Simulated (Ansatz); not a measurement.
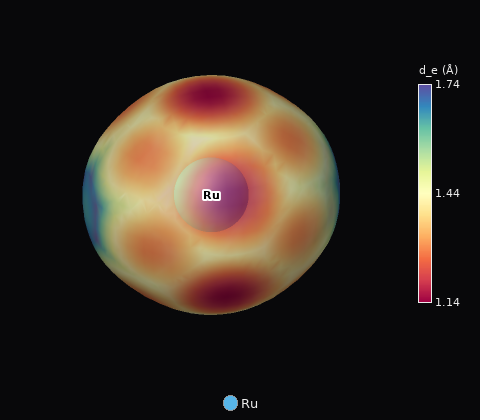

Hirshfeld surface computed for one Ru atom in B5Ru (P6/mmm, No. 191), coloured by d_e.

The surface is where the fragment's share of the procrystal density (the sum of the densities of spherically averaged neutral Hartree-Fock atoms) equals one half. d_i and d_e are the distances from the surface to the nearest nucleus inside and outside. From Rb on the atoms have core potentials, so only their outer electrons count.

Origin of the cell: coordinates from a relaxation with DFT PBE, scalar-relativistic, plane waves, PAW in Ansatz; the starting structure was generated, so it need not be a known form of this composition.

```cif
data_structure
_symmetry_space_group_name_H-M 'P6/mmm'
_symmetry_Int_Tables_number 191
_cell_length_a 4.1039
_cell_length_b 4.1039
_cell_length_c 2.9989
_cell_angle_alpha 90.000
_cell_angle_beta 90.000
_cell_angle_gamma 120.000
_cell_volume 43.74
loop_
_atom_site_label
_atom_site_type_symbol
_atom_site_symmetry_multiplicity
_atom_site_Wyckoff_symbol
_atom_site_fract_x
_atom_site_fract_y
_atom_site_fract_z
_atom_site_occupancy
B1 B 2 c 0.33333 0.66667 0.00000 1
B2 B 3 g 0.50000 0.00000 0.50000 1
Ru1 Ru 1 a 0.00000 0.00000 0.00000 1
```

**What is the shortest distance from the fragment to an atom outside it?**

Ru–B, 2.37 Å.

**How is the surface shared among contacts (nearest atom inside ··· nearest atom outside)?**

Ru···B 96 %, Ru···Ru 3.9 %. The surface faces 18 neighbours with more than 2 % of its area each: 18 B.

**Give the size and shape of the surface.**

It encloses about 8.8 Å³, has an area of about 21 Å² and a globularity of 1.00 (1 for a sphere).
